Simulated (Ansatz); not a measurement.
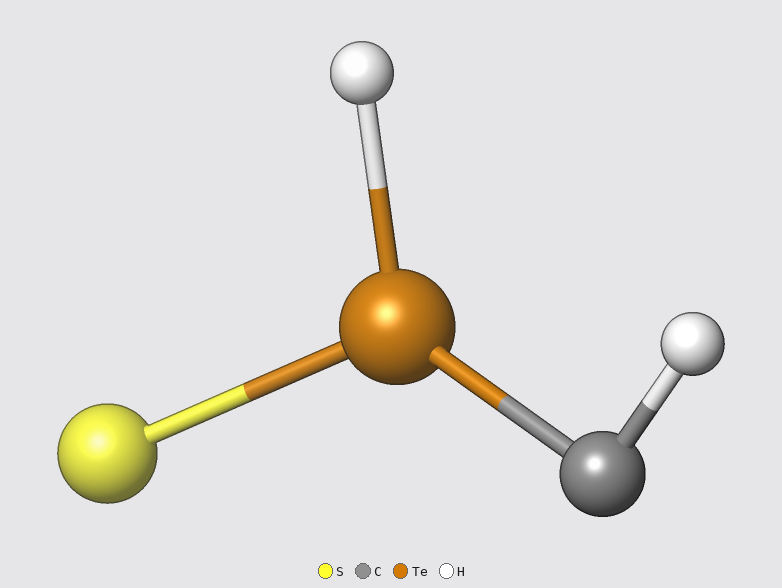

The picture shows a molecular structure as a ball-and-stick model. Every bond is drawn as one stick, whatever its order.

The geometry was computed by an optimisation with PBE0-D4/def2-TZVP. No frequency run is at hand to confirm it as a minimum.

What is the molecular formula?

Answer. CH₂STe, 5 atoms: 1 carbon, 2 hydrogen, 1 sulfur and 1 tellurium.

How many bonds of each kind are drawn?

Answer. 1 S–Te, 1 C–Te, 1 C–H, 1 Te–H. Sticks follow a distance rule.

How many sets of symmetry-equivalent atoms are there?

Answer. 5: 1 S, 1 C, 1 Te, 1 H, 1 H.

Which point group does it belong to?

Answer. C1.

More results for the same structure follow; atom numbers are the same in all pictures, views and colours differ.

## Shape

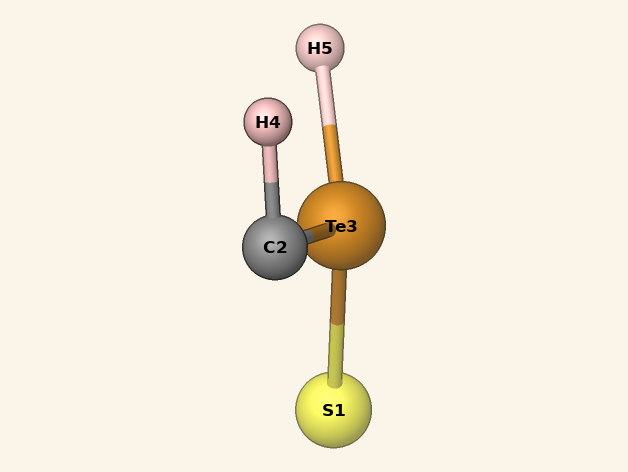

Te3 lies behind C2. The molecule seen a little off the C2–Te3 bond, C2 in front. Distant atoms are faded towards the background colour. No frequency run is at hand to confirm it as a minimum.

What is the torsion angle H4–C2–Te3–S1? The sign is positive where the front bond must turn clockwise to cover the back bond.

Answer. −165°, antiperiplanar (anti).

## Charges

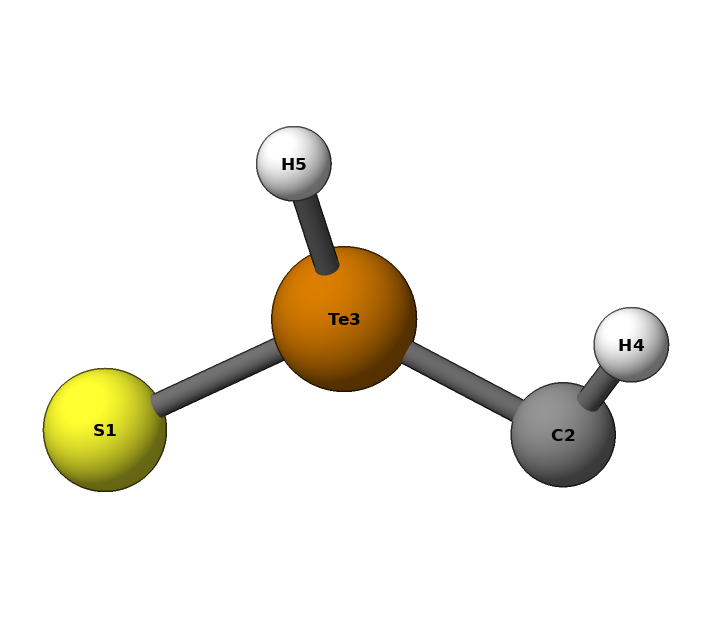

The questions are on Mulliken charges. No frequency run is at hand to confirm it as a minimum. Level of theory: RKS PBE0-D4/def2-TZVP, core potentials on Te (Ansatz 0.2.0).

Which atom carries the highest charge (most positive or least negative)?

Answer. Te3 (0.59 e).

And the lowest?

Answer. S1 (−0.41 e).

Give the Mulliken charges atom by atom.

```tsv
atom	value (e)
S1	−0.41
C2	−0.40
Te3	0.59
H4	0.15
H5	0.06
```

## Dipole moment

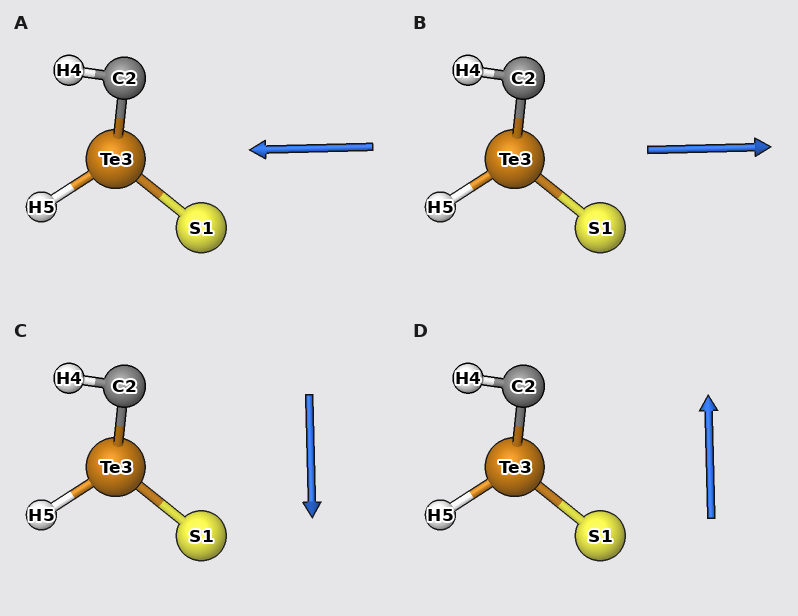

The same molecule four times, each with an arrow. No frequency run is at hand to confirm it as a minimum. Method: RKS PBE0-D4/def2-TZVP, core potentials on Te (Ansatz 0.2.0).

Which arrow points along the dipole moment, from the negative to the positive end?

Answer. A. The dipole moment is 3.67 D; it points from the side of S1 to the side of H5 (the outermost atoms at the two ends).

## Electronic properties

No frequency run is at hand to confirm it as a minimum. Properties computed with RKS PBE0-D4/def2-TZVPP, core potentials on Te (Ansatz 0.2.0).

What is the HOMO energy (Kohn–Sham orbital)?

Answer. −6.86 eV.

Estimate the LUMO energy (Kohn–Sham orbital).

Answer. −3.65 eV.

Mulliken values depend strongly on the basis set and can even reverse the polarity of a bond.
